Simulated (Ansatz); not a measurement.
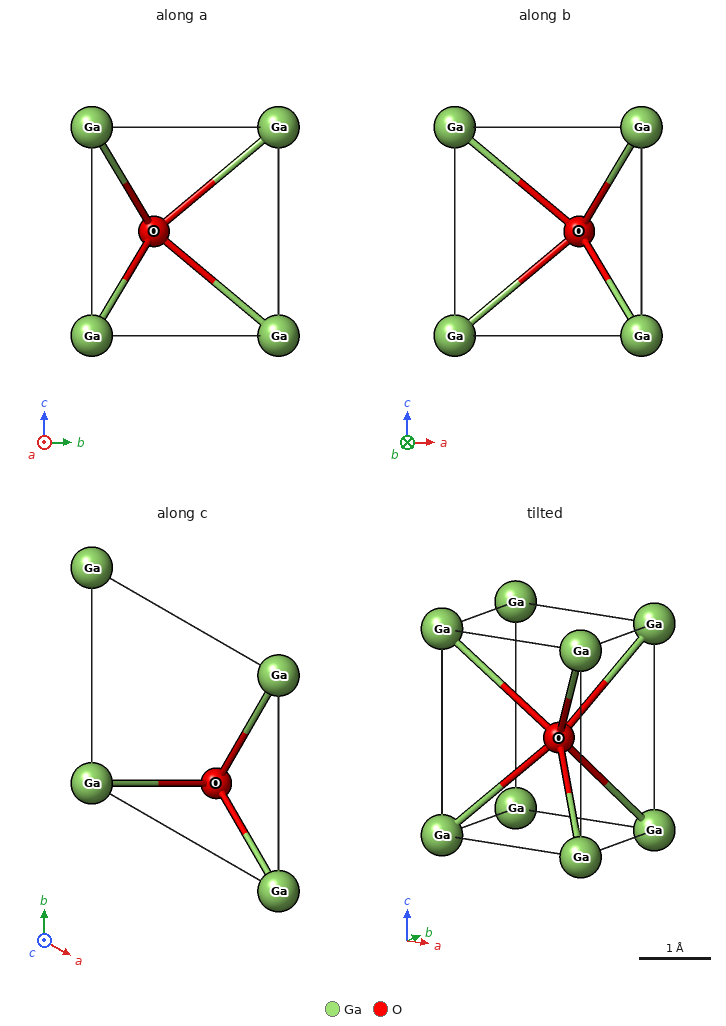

Ball-and-stick drawing of the structure, looking along the a axis, along the b axis, along the c axis and slightly off an axis. The frame is the conventional unit cell; atoms at its boundary are shown with their periodic copies.

Lattice parameters: a = 3.047 Å, b = 3.047 Å, c = 2.945 Å, α = 90.00°, β = 90.00°, γ = 120.00°. Put a along x and b in the xy plane.

> Set out the cell and atoms as a POSCAR file.

```
Ga O
1.0
     3.047    0.000    0.000
    -1.523    2.639    0.000
     0.000    0.000    2.945
Ga O
1 1
Direct
  0.0000 0.0000 0.0000
  0.6667 0.3333 0.5000
```

Origin of the cell: a structure type filled with these elements by a generator (whether the compound takes this form wasn't checked). The picture shows the end point of a geometry optimisation with DFT PBE, scalar-relativistic, plane waves, PAW (Ansatz).
